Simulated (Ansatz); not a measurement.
Computed energy over volume and axial ratio: CdS (zinc blende)

CdS (zinc blende)

```
CELL_PARAMETERS angstrom
      0.00000     2.96355     2.96355
      2.96355     0.00000     2.96355
      2.96355     2.96355     0.00000
ATOMIC_POSITIONS crystal
  S  0.75000 0.75000 0.75000
  Cd 0.00000 0.00000 0.00000
```

Grid over V/V₀ and (c/a)/(c/a)₀, subscript 0 meaning the relaxed cell; the conventional c axis lies along z; no internal relaxation.

Calculation: PBE (plane waves to 420 eV, PAW, scalar-relativistic; Ansatz, a first-principles code). k mesh 10×10×10 (Γ-centred), Fermi-Dirac smearing 0.05 eV. Energies are smeared free energies. CdS was relaxed with its symmetry unable to fall. The PAW data are Ansatz's earlier set. The zero of ΔE is the relaxed starting cell.

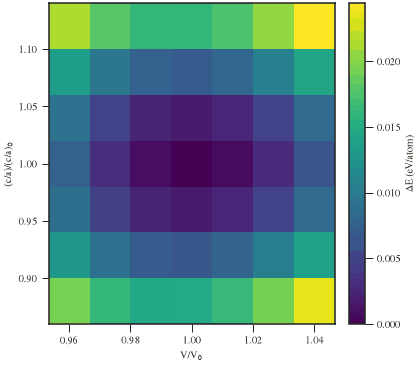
Fig. 1. ΔE (eV/atom) over the 7×7 grid of computed points.

The shear modulus C′ = (C11 − C12)/2 (fit, atoms clamped) is 9.8 GPa. Highest place on the grid: V/V₀ = 1.040, (c/a)/(c/a)₀ = 1.120 (24.4 meV/atom). Lowest place on the grid: V/V₀ = 1.000, (c/a)/(c/a)₀ = 1.000 (0.0 meV/atom).

Near the relaxed cell σzz − σxx = −2Cδ (compression positive), C being this modulus and δ the logarithm of the ratio.

(A scan under strain: stresses follow from slopes of the energy per volume, elastic moduli from its curvatures.)
